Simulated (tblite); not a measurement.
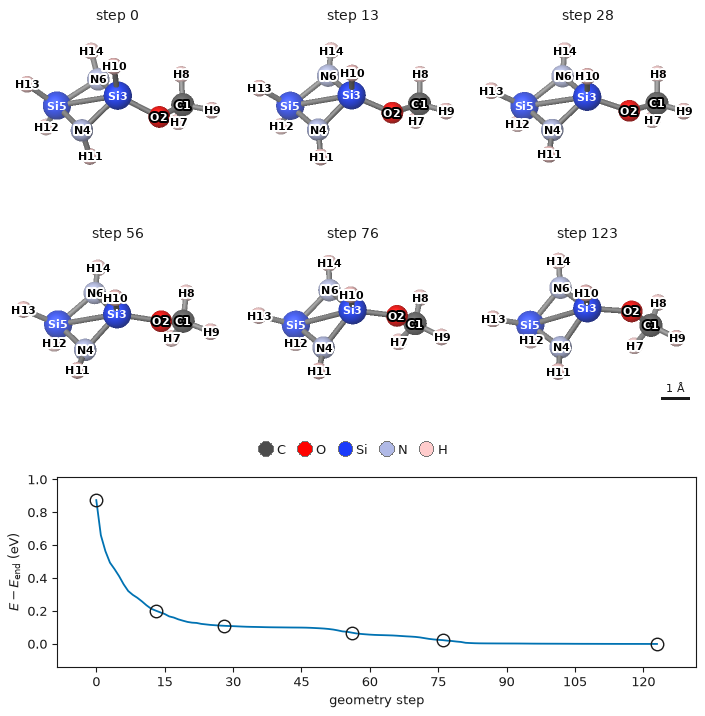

Frames of a relaxation of CH8N2OSi2, marked on the history of the run. Style: ball-and-stick. Shown face on.

The calculation used GFN2-xTB geometry optimisation, gas phase (tblite). 

**Describe the path.**

O2 moves most after the best rigid fit: 0.85 Å. By element the largest moves are O 0.85 Å, H 0.73 Å, N 0.60 Å, Si 0.23 Å, C 0.16 Å. Among the contacts that change: Si3–Si5 2.510 → 2.596 Å, O2–Si3 1.682 → 1.616 Å, Si3–N4 1.799 → 1.743 Å, N4–H11 1.051 → 1.003 Å. Among the angles between lasting bonds that change: Si5–N6–H14 108.1° → 130.6°, Si5–N4–H11 109.6° → 130.4°, O2–Si3–H10 116.6° → 100.3°. Groups turn about O2–Si3 by about 85°, C1–O2 by about 60°. Over 123 geometry steps the energy falls by 0.875 eV. From step 0 to 13: H11 moves most (0.42 Å), energy −0.671 eV. From step 13 to 28: H11 moves most (0.38 Å), energy −0.093 eV. From step 28 to 56: H7 moves most (0.40 Å), energy −0.042 eV. From step 56 to 76: H7 moves most (0.34 Å), energy −0.046 eV. From step 76 to 123: H8 moves most (0.23 Å), energy −0.023 eV.
